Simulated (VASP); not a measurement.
Band structure of VO$_{2}$ (relaxed from the rutile structure, space group P4_2/mnm). Method: PBEsol GGA, VASP's PBE PAW potentials (set 64) (plane waves; VASP).

The moments were started parallel, and other spin orders were not tried in this run.

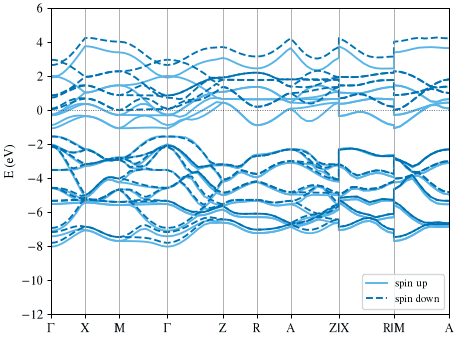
Bands along high-symmetry lines, zero at the valence-band maximum or, without a gap, the Fermi level

Problem. Read the plot: is there a gap, and where are the band edges?

Solution. It has no gap at this level: it comes out as a metal or semimetal. (Edges off the drawn lines would not show.)

The structure was generated: VO2 was put into the rutile type (P4_2/mnm), which need not be its known phase. It was relaxed first.
